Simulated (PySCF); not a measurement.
# A diatomic session: BrF

What are the lowest state that PBE0 finds, the bond length, vibrational wavenumber and bond energy of BrF, and how much do these hang on the method?

Program: PySCF 2.14.0. Level of theory: Br def2-TZVPP, F def2-TZVPP, no relativity. These are calculated values, not measurements.

### Step 1. The job

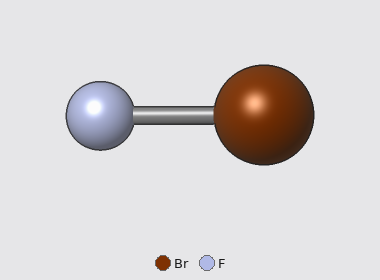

The two atoms at the starting distance (bromine brown, fluorine light blue).

Settings of the job:

| Quantity | Value |
| --- | --- |
| atoms | Br, F |
| charge | 0 |
| basis | Br def2-TZVPP, F def2-TZVPP |
| Hamiltonian | no relativity |
| basis functions | 79 |
| electrons treated | 44 |
| masses in u | 78.9183, 18.9984 |
| levels | PBE0, PBE, r²SCAN, TPSS, TPSSh, revPBE, M06-L, ωB97M-V, HF, MP2, SCS-MP2, CCSD, CCSD(T) |
| grid | 80 radial by 434 angular points |
| occupations | held fixed by the projection of orbital angular momentum |
| dissociation limit | Br + F, each in its ground configuration |
| starting distance in angstrom | 1.730 |
| values of 2S to try | 0, 2 |

Launch:

```bash
OMP_NUM_THREADS=1 python dia.py task.json out
```

Further steps of the session: PBE0 along the bond; Other states along the same grid; PBE (GGA); r²SCAN (meta-GGA); TPSS; TPSSh (hybrid meta-GGA); revPBE; M06-L (meta-GGA); ωB97M-V; RHF; Adding correlation.

Q: Predict the outcome of this session. Wanted: for each run, Re; ωe; De; μ.

As calculated:

Lowest PBE0 solution found, without spin–orbit coupling: ¹Σ⁺ (singlet), closed shell. State 2 has its PBE0 minimum 1.84 eV higher. The other levels ran on the lowest alone.

```
      level  Re (Å)  ωe (cm⁻¹)  De (eV)  μ (D)
        RHF   1.715        776    0.451  -1.55
    RHF-MP2   1.759        693     2.76    n/a
RHF-SCS-MP2   1.764        679     2.61    n/a
   RHF-CCSD   1.754        698     2.31    n/a
RHF-CCSD(T)   1.766        671     2.50    n/a
        PBE   1.787        649     3.12  -1.35
     revPBE   1.795        638     2.85  -1.34
       TPSS   1.782        657     2.92  -1.33
     r²SCAN   1.767        676     2.72  -1.29
      M06-L   1.768        661     2.74  -1.37
      TPSSh   1.769        678     2.73  -1.34
       PBE0   1.753        702     2.63  -1.36
    ωB97M-V   1.757        706     2.68  -1.45
```

De is counted to Br + F in their ground configurations. A positive dipole means Br(−)F(+).

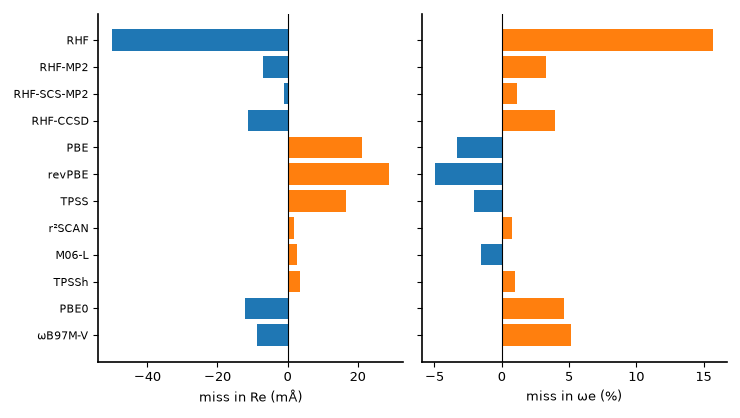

Differences in bond length and wavenumber from CCSD(T) in the same basis.

Against CCSD(T) in the same basis, the bond length is nearest at RHF-SCS-MP2 (-1 mÅ) and farthest at RHF (-50 mÅ); the wavenumber is nearest at r²SCAN (+0.7 %) and farthest at RHF (+15.7 %). Hartree–Fock makes the bond too short and too stiff against this reference, as it mostly does. PBE has the long and soft bond that GGAs tend to give. Among the levels with a De in the table, it runs from 0.451 eV (RHF) to 3.12 eV (PBE).

Correlated steps freeze 10 core orbitals.
